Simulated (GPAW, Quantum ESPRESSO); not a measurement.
# YS (Fm-3m): the S K absorption edge, part 4 of 4

Aim: the S K edge of YS (Fm-3m) by two routes, a Lanczos recursion (XSpectra) and a sum over empty bands (GPAW), to see which features are robust.

Quantum ESPRESSO 7.5 and GPAW 26.7.0; core-hole supercells, plane-wave PAW LDA.

So far. Step 10 (Ground state of the crystal (GPAW)): The mesh shows no gap, so the system is treated as a metal and the core electron is put at the Fermi level (neutral cell). Step 11 (Spectrum without a core hole, S atom 2 (GPAW)): Main maxima below 24 eV (height): 3.5 eV (1.57), 7.3 eV (2.13), 12.1 eV (0.86) and 17.1 eV (0.89). 

**13. Spectrum with XCH, S atom 2 (GPAW)**

Level of this step: X-ray absorption from dipole matrix elements to empty bands, plane-wave PAW LDA (GPAW).

The holes are 5.5 Å apart. The excited electron is kept in the cell, where it fills the lowest empty states and screens the hole. After the field has converged, empty bands are computed with the density fixed and the dipole matrix elements are summed.

xas.py

```python
import numpy as np
from ase import Atoms
from ase.parallel import parprint, paropen
from gpaw import GPAW, PW, FermiDirac, Mixer, MixerDif, setup_paths
from gpaw.test import gen
setup_paths.insert(0, '.')
gen('S', name='fch1s', xcname='LDA', corehole=(1, 0, 1), write_xml=True)
from gpaw.mpi import world
world.barrier()

atoms = Atoms('Y4S4',
    cell=[[0, 0, 5.4873],
     [5.4873, 0, 0],
     [0, 5.4873, 0]],
    scaled_positions=[[0.5, 0.5, 0.5],
     [0.5, 0, 0],
     [0, 0, 0.5],
     [0, 0.5, 0],
     [0, 0, 0],
     [0, 0.5, 0.5],
     [0.5, 0.5, 0],
     [0.5, 0, 0.5]],
    pbc=True)
atoms.calc = calc = GPAW(legacy_gpaw=True, mode=PW(500), xc='LDA', setups={4: 'fch1s'},
    kpts={'size': (5, 5, 5), 'gamma': True}, occupations=FermiDirac(0.1),
    charge=-1, mixer=Mixer(0.1, 5, 50), maxiter=150,
    convergence={'density': 0.0001}, txt='scf.txt')
energy = atoms.get_potential_energy() + calc.get_reference_energy()
ef = calc.get_fermi_level()
out = dict(energy=energy, fermi=ef, forces=atoms.get_forces().tolist())
parprint(f'all-electron energy {energy:.4f} eV, Fermi level {ef:.4f} eV')
ev = np.array([[calc.get_eigenvalues(k, s) for k in range(len(calc.get_ibz_k_points()))] for s in range(calc.get_number_of_spins())])
out['homo'], out['lumo'], out['counts'] = ev[ev < ef].max(), ev[ev > ef].min(), sorted(set((ev < ef).sum((0, 2)).tolist()))
out['filled'] = (ev[:, 0] < ef).sum(1).tolist()

from ase.units import Ha
from gpaw.xas import dipole_matrix_elements
nb = int(calc.get_number_of_electrons() / 2) + 121
top, nb = nb, nb + 8 + nb // 12
nscf = calc.fixed_density(kpts={'size': (6, 6, 6), 'gamma': True}, nbands=nb,
    convergence={'bands': top, 'eigenstates': 1e-5}, maxiter=60, txt='nscf.txt')
cell = atoms.cell.array
ops = [cell.T @ U.T @ np.linalg.inv(cell.T) for U in nscf.wfs.kd.symmetry.op_scc]
E = np.arange(-6, 34, 0.1)
fwhm = np.interp(E, [4, 25], [0.9, 3.5])
Y, X, zero, highest = 0, 0, 1e9, 1e9
for spin in range(nscf.get_number_of_spins()):
    wfs = nscf.wfs
    A = dipole_matrix_elements(wfs.setups[4])
    eps = np.zeros((wfs.kd.nibzkpts, nb))
    d = np.zeros((3, A.shape[1], wfs.kd.nibzkpts, nb), complex)
    for kpt in wfs.kpt_u:
        if kpt.s == spin and 4 in kpt.P_ani:
            eps[kpt.k] = kpt.eps_n * Ha
            d[:, :, kpt.k] = (kpt.weight * wfs.nspins / 2) ** 0.5 * np.inner(A, kpt.P_ani[4])
    world.sum(eps)
    world.sum(d)
    T = np.einsum('amkn,bmkn->abkn', d, d.conj()).real
    T = sum(np.einsum('ai,ijkn,bj->abkn', R, T, R) for R in ops) / len(ops)
    empty = eps > ef
    zero, highest = min(zero, eps[empty].min()), min(highest, eps[:, top - 1].min())
    lines = [(eps, T, empty)] if spin == 0 else lines + [(eps, T, empty)]
for eps, T, empty in lines:
    f = np.einsum('aakn->akn', T).reshape(3, -1)
    x = eps.ravel() - zero
    w = np.interp(x, E, fwhm) / 2.35482
    g = np.exp(-0.5 * ((E[:, None] - x) / w) ** 2) / (w * (2 * np.pi) ** 0.5)
    Y = Y + (f * empty.ravel()) @ g.T
    X = X + (f * ~empty.ravel()) @ g.T
out.update(E=E.round(2).tolist(), xas=Y.tolist(), xes=X.tolist(), zero=zero, valid=highest - zero, nk=len(eps), nb=nb)
for i in range(0, len(E), 10):
    parprint(f'{E[i]:7.2f}', *(f'{v:10.3e}' for v in Y[:, i]))
import json
with paropen('out.json', 'w') as f:
    json.dump(out, f)
```

Run with:

```
OMP_NUM_THREADS=1 mpirun -n 4 gpaw python xas.py
```

Numbers of over 12 decimals in the logs are rounded to 6 here.

Log:

```text
Input parameters:
  charge: -1
  convergence: {density: 0.0001}
  kpts: {gamma: True,
         size: (5, 5, 5)}
  maxiter: 150
  mixer: {backend: pulay,
          beta: 0.1,
          method: separate,
          nmaxold: 5,
          weight: 50}
  mode: {ecut: 500.0,
         name: pw}
  occupations: {fixmagmom: False,
                name: fermi-dirac,
                width: 0.1}
  setups: {4: fch1s}

Initialize ...

[... PAW data sets ...]

Reference energy: -408764.851600  # eV

Spin-paired calculation

[... convergence settings ...]
Symmetries present (total): 48
  [... symmetry matrices ...]

125 k-points: 5 x 5 x 5 Monkhorst-Pack grid
10 k-points in the irreducible part of the Brillouin zone
       k-points in crystal coordinates                weights
   0:     0.00000000    0.00000000    0.00000000          1/125
   1:     0.20000000    0.00000000    0.00000000          6/125
   2:     0.20000000    0.20000000    0.00000000         12/125
   3:     0.20000000    0.20000000    0.20000000          8/125
   4:     0.40000000    0.00000000    0.00000000          6/125
   5:     0.40000000    0.20000000    0.00000000         24/125
   6:     0.40000000    0.20000000    0.20000000         24/125
   7:     0.40000000    0.40000000    0.00000000         12/125
   8:     0.40000000    0.40000000    0.20000000         24/125
   9:     0.40000000    0.40000000    0.40000000          8/125

Wave functions: Plane wave expansion
  Cutoff energy: 500.000 eV
  Number of coefficients (min, max): 4169, 4212
  Pulay-stress correction: 0.000000 eV/Ang^3 (de/decut=0.000000)
  Using FFTW library
  Wavefunction extrapolation:
    Improved wavefunction reuse through dual PAW basis

Occupation numbers: Fermi-Dirac:
  width: 0.1000  # eV

Eigensolver
   Davidson(niter=2)

Densities:
  Coarse grid: 30*30*30 grid
  Fine grid: 60*60*60 grid
  Total Charge: 0.000000

Density mixing:
  Method: separate
  Backend: pulay
  Linear mixing parameter: 0.1
  old densities: 5
  Width of damping distribution: 1.1
  Damping of long wavelength oscillations: 50

[... Hamiltonian set-up ...]
Number of atoms: 8
Number of atomic orbitals: 68
Number of bands in calculation: 46
Number of valence electrons: 69
Bands to converge: occupied

... initialized

Initializing position-dependent things.

Density initialized from atomic densities
Creating initial wave functions:
  46 bands from LCAO basis set

         S      Y
       Y      S

         Y      S
       S      Y

Atomic positions and initial magnetic moments

Positions:
   0 Y      2.743650    2.743650    2.743650    ( 0.0000,  0.0000,  0.0000)
   1 Y      0.000000    0.000000    2.743650    ( 0.0000,  0.0000,  0.0000)
   2 Y      0.000000    2.743650    0.000000    ( 0.0000,  0.0000,  0.0000)
   3 Y      2.743650    0.000000    0.000000    ( 0.0000,  0.0000,  0.0000)
   4 S      0.000000    0.000000    0.000000    ( 0.0000,  0.0000,  0.0000)
   5 S      2.743650    2.743650    0.000000    ( 0.0000,  0.0000,  0.0000)
   6 S      2.743650    0.000000    2.743650    ( 0.0000,  0.0000,  0.0000)
   7 S      0.000000    2.743650    2.743650    ( 0.0000,  0.0000,  0.0000)

Unit cell:
           periodic     x           y           z      points  spacing
  1. axis:    yes    0.000000    0.000000    5.487300    30     0.1829
  2. axis:    yes    5.487300    0.000000    0.000000    30     0.1829
  3. axis:    yes    0.000000    5.487300    0.000000    30     0.1829

  Lengths:   5.487300   5.487300   5.487300
  Angles:   90.000000  90.000000  90.000000

Effective grid spacing dv^(1/3) = 0.1829

iter:   1   -69.342050
iter:   2   -68.473070   -1.00  -1.29
iter:   3   -67.320075   -0.82  -1.36
iter:   4   -67.304659   -2.11  -1.59
iter:   5   -67.400530   -1.30  -1.63
iter:   6   -67.357192   -2.11  -2.02
iter:   7   -67.325520   -1.48  -2.19
iter:   8   -67.271606   -2.90  -2.19
iter:   9   -67.271009   -3.18  -2.69
iter:  10   -67.270147c  -3.92  -3.03
iter:  11   -67.270056c  -4.85  -3.55
iter:  12   -67.270050c  -5.13  -3.57
iter:  13   -67.269992c  -5.63  -3.70
iter:  14   -67.269993c  -6.48  -4.03c
iter:  15   -67.270001c  -6.58  -4.11c
iter:  16   -67.269996c  -6.82  -4.50c
iter:  17   -67.269991c  -7.07  -4.69c
iter:  18   -67.269996c  -7.58c -4.80c

Converged after 18 iterations.

Dipole moment: (-0.000000, -0.000000, -0.000000) |e|*Ang

Energy contributions relative to reference atoms: (reference = -408764.851600)

Kinetic:        +38.958972
Potential:      -37.291837
External:        +0.000000
XC:             -67.796438
Entropy (-ST):   -0.184711
Local:           -1.048337
SIC:             +0.000000
--------------------------
Free energy:    -67.362351
Extrapolated:   -67.269996

Showing only first 2 kpts
 Kpt  Band  Eigenvalues  Occupancy
  0    32      7.19640    2.00000
  0    33      7.19640    2.00000
  0    34      7.19640    2.00000
  0    35      9.35646    1.93942

  1    32      7.34134    2.00000
  1    33      7.90430    2.00000
  1    34      7.90430    2.00000
[...]
Fermi level: 9.70308

No gap
No difference between direct/indirect transitions

Forces in eV/Ang:
  0 Y    -0.00000    0.00000    0.00000
  1 Y     0.00000    0.00000   -0.00000
  2 Y     0.00000    0.00000    0.00000
  3 Y     0.00000    0.00000    0.00000
  4 S    -0.00000    0.00000    0.00000
  5 S     0.00000    0.00000    0.00000
  6 S     0.00000    0.00000    0.00000
  7 S     0.00000    0.00000    0.00000
Scalar-relativistic atomic LDA calculation for S (Sulfur, Z=16)
Core hole in 1s state (1s occupation: 1.0)
450 radial gridpoints.
|------------------------------------------------|
|------------------------------------------------|
[... the atom generator's iteration count ...]

Energy contributions:
-------------------------
Kinetic:     +307.027779
XC:           -20.036781
Potential:   -593.463960
-------------------------
Total:       -306.472962

state      eigenvalue         ekin         rmax
-----------------------------------------------
1s^1.0 :   -94.587655   125.271961        0.063
2s^2.0 :    -9.346963    20.537295        0.374
2p^6.0 :    -7.528664    20.376522        0.303
3s^2.0 :    -1.141348     3.532854        1.290
3p^4.0 :    -0.722112     2.839097        1.384
-----------------------------------------------
(units: Bohr and Hartree)

Generating PAW setup
Kinetic energy of the core from tauc = 289.375410
Cutoffs:
rc(s)=1.840
rc(p)=1.850
rc(d)=1.700
rc(vbar)=1.720
rc(comp)=1.430
rc(nct)=1.850

Kinetic energy of the core states: 288.605682
Charge: 1.0
Core electrons: 9.0
Valence electrons: 6.0
Pseudo-core charge: 0.024693
Shape function alpha=4.890
Pseudo-electron charge 6.344591
state    eigenvalue         norm
--------------------------------
3s(2) :    -1.141348     1.235204
*s    :    -0.141348
3p(4) :    -0.722112     0.962372
*p    :     0.277888
*d    :     0.000000
--------------------------------

Diagonalizing with gridspacing h=0.050

state   all-electron     PAW
-------------------------------
3s:      -1.141348    -1.142157
3p:      -0.722112    -0.722797
*d:                   -0.153507
*f:                   -0.016109
-------------------------------
all-electron energy -408832.1216 eV, Fermi level 9.7031 eV
[...]
31.00  1.889e-06  1.889e-06  1.889e-06
  32.00  2.014e-06  2.014e-06  2.014e-06
  33.00  2.015e-06  2.015e-06  2.015e-06
```

Elapsed: 84 s, on 4 MPI ranks of Arm Neoverse V2, shared host; peak memory 0.36 GiB; 5.6 min of CPU time.

The S K spectrum, S atom 2, excited-electron core hole (neutral cell) (energy from the lowest empty level; intensity scaled to a mean of 1 over the first 20 eV):

| E (eV) | intensity |
| --- | --- |
| -2.0 | 0.00 |
| -0.5 | 0.05 |
| 1.0 | 0.78 |
| 2.5 | 1.61 |
| 4.0 | 0.85 |
| 5.5 | 1.34 |
| 7.0 | 1.43 |
| 8.5 | 1.08 |
| 10.0 | 0.52 |
| 11.5 | 0.81 |
| 13.0 | 0.80 |
| 14.5 | 0.68 |
| 16.0 | 0.82 |
| 17.5 | 0.82 |
| 19.0 | 0.77 |
| 20.5 | 0.89 |
| 22.0 | 0.91 |
| 23.5 | 0.99 |
| 25.0 | 1.28 |
| 26.5 | 1.39 |
| 28.0 | 1.08 |
| 29.5 | 0.74 |
| 31.0 | 0.71 |

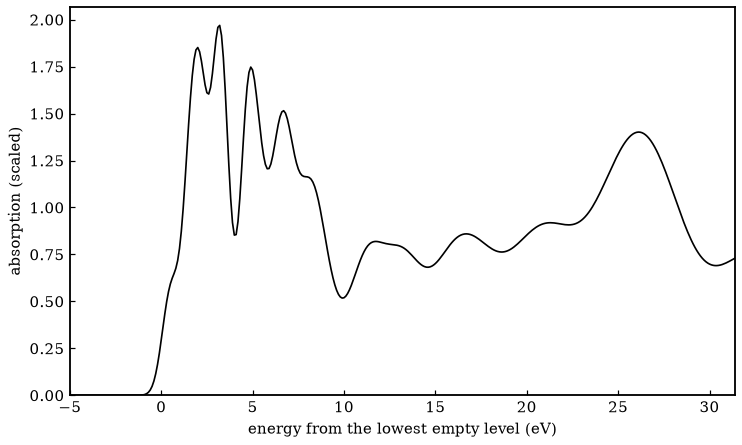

The S K edge, S atom 2, excited-electron core hole (neutral cell): main maxima at 2.0, 3.2 and 4.9 eV.

Main maxima below 24 eV (height): 2.0 eV (1.85), 3.2 eV (1.97), 4.9 eV (1.75), 6.7 eV (1.52), 11.7 eV (0.82) and 16.7 eV (0.86). 

The total-energy difference is 2475.02 eV. With the free-atom term of -16.82 eV for this edge, the photon energy is 2458.20 eV.

**14. The two programs side by side**

The line shapes differ (Lorentzian half width 0.4 eV up to 4 eV, rising linearly to 1.75 eV at 25 eV (not a setting of the program: the run's 0.4 eV curve was folded afterwards with a further Lorentzian above 4 eV), against Gaussian full width 0.9 eV up to 4 eV, rising linearly to 3.5 eV at 25 eV), so both get a further Gaussian of 1.5 eV full width before they are compared; the Lorentzian tails remain.

| E (eV) | XSpectra | GPAW |
| --- | --- | --- |
| -2.00 | 0.09 | 0.00 |
| -1.25 | 0.14 | 0.03 |
| -0.50 | 0.28 | 0.16 |
| 0.25 | 0.56 | 0.47 |
| 1.00 | 0.94 | 0.95 |
| 1.75 | 1.33 | 1.46 |
| 2.50 | 1.54 | 1.68 |
| 3.25 | 1.52 | 1.58 |
| 4.00 | 1.39 | 1.35 |
| 4.75 | 1.40 | 1.40 |
| 5.50 | 1.37 | 1.41 |
| 6.25 | 1.32 | 1.37 |
| 7.00 | 1.27 | 1.34 |
| 7.75 | 1.15 | 1.20 |
| 8.50 | 1.01 | 1.00 |
| 9.25 | 0.84 | 0.76 |
| 10.00 | 0.74 | 0.62 |
| 10.75 | 0.75 | 0.68 |
| 11.50 | 0.80 | 0.77 |
| 12.25 | 0.81 | 0.80 |
| 13.00 | 0.81 | 0.78 |
| 13.75 | 0.78 | 0.74 |
| 14.50 | 0.77 | 0.71 |
| 15.25 | 0.78 | 0.74 |
| 16.00 | 0.82 | 0.81 |
| 16.75 | 0.83 | 0.84 |
| 17.50 | 0.83 | 0.82 |
| 18.25 | 0.81 | 0.79 |
| 19.00 | 0.82 | 0.79 |
| 19.75 | 0.85 | 0.83 |
| 20.50 | 0.89 | 0.88 |
| 21.25 | 0.91 | 0.91 |
| 22.00 | 0.91 | 0.92 |
| 22.75 | 0.93 | 0.94 |
| 23.50 | 0.96 | 1.01 |
| 24.25 | 1.02 | 1.13 |
| 25.00 | 1.08 | 1.27 |
| 25.75 | 1.10 | 1.35 |
| 26.50 | 1.09 | 1.35 |
| 27.25 | 1.03 | 1.25 |
| 28.00 | 0.94 | 1.08 |
| 28.75 | 0.84 | 0.90 |
| 29.50 | 0.78 | 0.77 |
| 30.25 | 0.75 | 0.71 |
| 31.00 | 0.75 | 0.71 |

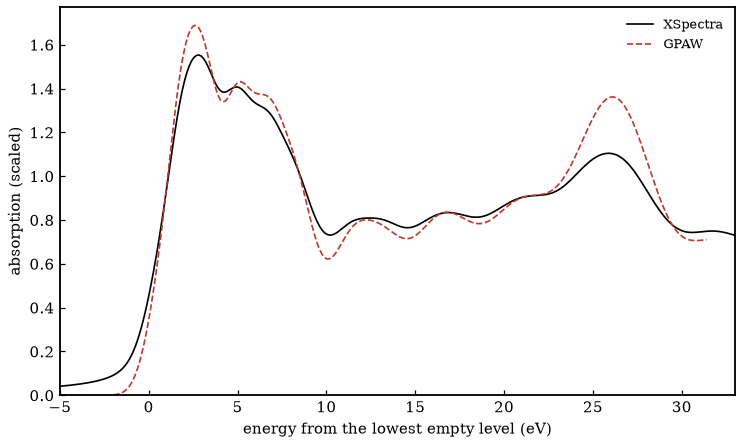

XSpectra and GPAW after a common extra broadening.

|  | XSpectra | GPAW |
| --- | --- | --- |
| k mesh of the spectrum | 6×6×6 | 6×6×6 |
| cutoff (eV) | 599 | 500 |
| highest intensity below 16 eV after the common broadening, eV (height) | 2.8 (1.55) | 2.6 (1.69) |
| zero, corrected photon energy (eV) | 2458.7 | 2458.2 |
| core time, hole field and spectrum | 6 min | 5.6 min |

**15. With and without the hole**

XSpectra's curves. Both curves are counted from their own zero, so only the shift of weight within the empty states shows.

| E (eV) | no hole | XCH |
| --- | --- | --- |
| -2.0 | 0.05 | 0.07 |
| -1.0 | 0.09 | 0.12 |
| 0.0 | 0.31 | 0.40 |
| 1.0 | 0.58 | 0.81 |
| 2.0 | 0.89 | 1.60 |
| 3.0 | 1.34 | 1.68 |
| 4.0 | 1.23 | 1.00 |
| 5.0 | 0.92 | 1.58 |
| 6.0 | 1.33 | 1.18 |
| 7.0 | 2.03 | 1.41 |
| 8.0 | 1.65 | 1.21 |
| 9.0 | 1.32 | 0.88 |
| 10.0 | 0.80 | 0.52 |
| 11.0 | 0.67 | 0.81 |
| 12.0 | 1.09 | 0.78 |
| 13.0 | 0.68 | 0.90 |
| 14.0 | 0.85 | 0.75 |
| 15.0 | 0.59 | 0.63 |
| 16.0 | 0.97 | 0.88 |
| 17.0 | 0.91 | 0.98 |
| 18.0 | 0.89 | 0.80 |
| 19.0 | 0.76 | 0.74 |
| 20.0 | 0.58 | 0.91 |
| 21.0 | 0.88 | 1.11 |
| 22.0 | 0.96 | 1.04 |
| 23.0 | 0.78 | 0.74 |
| 24.0 | 0.80 | 1.04 |
| 25.0 | 1.22 | 1.49 |
| 26.0 | 1.43 | 1.44 |
| 27.0 | 1.44 | 1.57 |
| 28.0 | 1.69 | 0.98 |
| 29.0 | 1.07 | 0.69 |
| 30.0 | 0.72 | 0.56 |
| 31.0 | 0.84 | 0.74 |
| 32.0 | 0.64 | 0.94 |

With each curve scaled to its own mean, the area from −2 to 6 eV with the hole is 7.9 against 6.1, and the centre of weight from −1 to 20 eV moves by -0.5 eV: the hole pulls the absorber's empty states down.

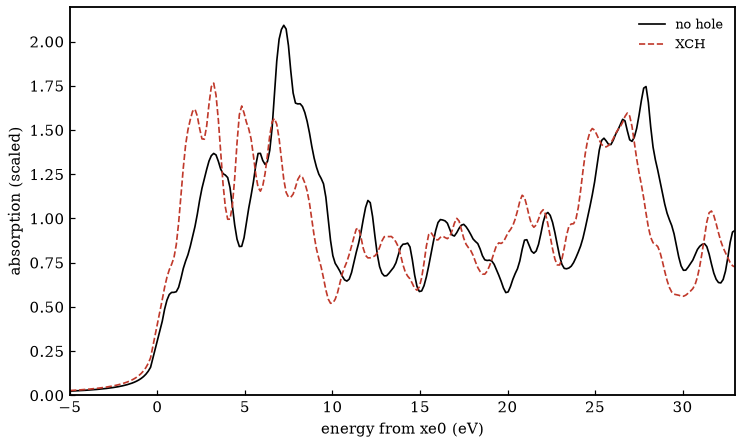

The S K edge with and without the core hole, each from its own zero; the highest intensity below 16 eV lies at 3.2 eV with the hole.

**16. Results**

```yaml
absorber_and_edge: S K, atom 2 of the ground-state input (counted from 1)
surroundings: 6 Y at 2.74 Å (octahedral, site symmetry m-3m)
highest_intensity_below_16_ev_xspectra_narrow_line: 3.2 eV above the zero, height 1.77
photon_energy_of_the_zero_with_the_added_terms: 2458.7 eV (raw 2475.5 eV; LDA puts this hole about 9 eV below PBE, itself good to a few eV)
```

**Reading.** The two programs agree closely: 7 % r.m.s. remains over the first 14 eV after a relative shift of 0.0 eV, and their photon-energy zeros differ by 0.5 eV. In XSpectra the S K edge of atom 2, with 6 Y at 2.74 Å (octahedral, site symmetry m-3m), has its highest intensity of the first 16 eV at 3.2 eV above the zero, near 2462 eV in photon energy (LDA puts this hole about 9 eV below PBE, itself good to a few eV), 1.8 times the mean level of the first 20 eV (Lorentzian half width 0.4 eV). In XSpectra: With each curve scaled to its own mean, the area from −2 to 6 eV with the hole is 7.9 against 6.1, and the centre of weight from −1 to 20 eV moves by -0.5 eV: the hole pulls the absorber's empty states down. In GPAW: With each curve scaled to its own mean, the area from −2 to 6 eV with the hole is 8.0 against 6.0, and the centre of weight from −1 to 20 eV moves by -0.5 eV: the hole pulls the absorber's empty states down. 3 further runs of this session are left out of this account as redundant. The primitive cell holds an odd number of electrons, so a spin-paired run has to come out metallic; that is right for a metal, but some such compounds are magnetic or distorted insulators. The holes are only 5.5 Å apart, so the shape is probably not converged with cell size; no larger cell was run here. Lifetime broadening is put in by hand, and intensities beyond about 20 eV depend on it and on the partial waves; weight that the partial waves miss at high energy is lost. The structure is a published determination, not relaxed.

[Banner, clock and machine lines of the logs are left out without a mark of their own.]

[Logs are printed without paths, hosts, clocks, repeated set-up lines and the standing remarks that a program may print on its own settings, such as how far it seeks lower states.]

[Hosts, paths, dates, database ids (printed as entryN), source tags and the programs' standing remarks are cut or masked in the printed files.]

[Lists of maxima count a maximum above −3 eV only where it reaches 4 % of the highest in the window and stands out from its surroundings by 2 % of it (1.5 % where it reaches 55 %); shoulders and weaker maxima are passed over, and of the rest the first, up to two pre-edge ones and the few strongest are named.]
